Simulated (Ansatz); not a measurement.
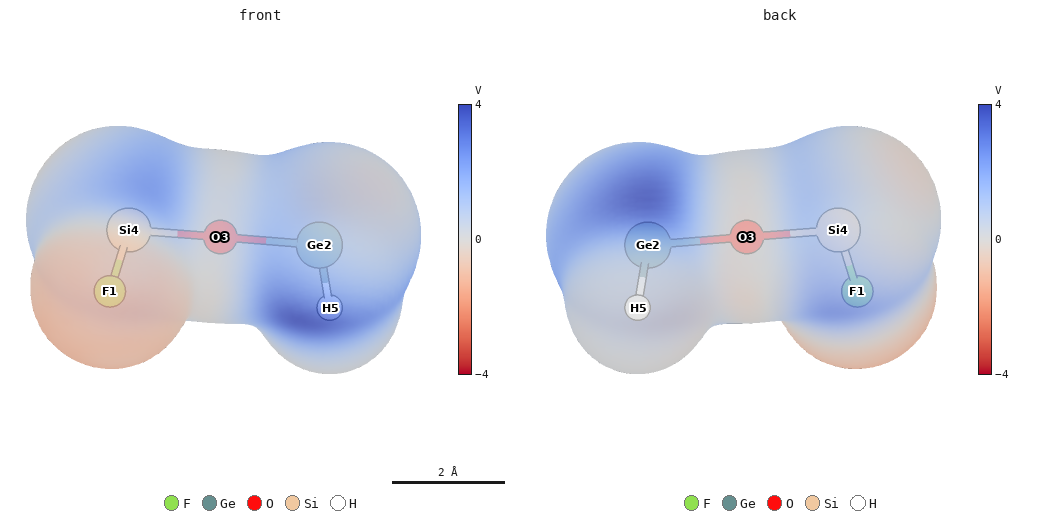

Figure 1: FGeHOSi. The molecular electrostatic potential painted on the density surface at 0.004 e/bohr³, seen from the front and from behind; red is negative and blue positive.

Geometry: PBE0-D3(BJ)/def2-SVP.

Theory: isolated molecule in a Gaussian basis; Kohn-Sham density functional theory, functional PBE0 (Ansatz).

| atom | x (Å) | y (Å) | z (Å) |
| --- | --- | --- | --- |
| F | 2.4043 | -0.7744 | -0.9374 |
| Ge | -1.4848 | 0.0193 | -0.6983 |
| O | 0.2317 | 0.3712 | -0.3044 |
| Si | 1.8613 | 0.5972 | -0.2208 |
| H | -1.7829 | -0.7138 | 0.7017 |

Which sites attract a positive test charge, and which a negative one?

A positive charge is drawn to the negative regions and a negative charge to the positive ones. The most negative region (about −1.1 V) lies over F1, the most positive (about +3.8 V) over Ge2.
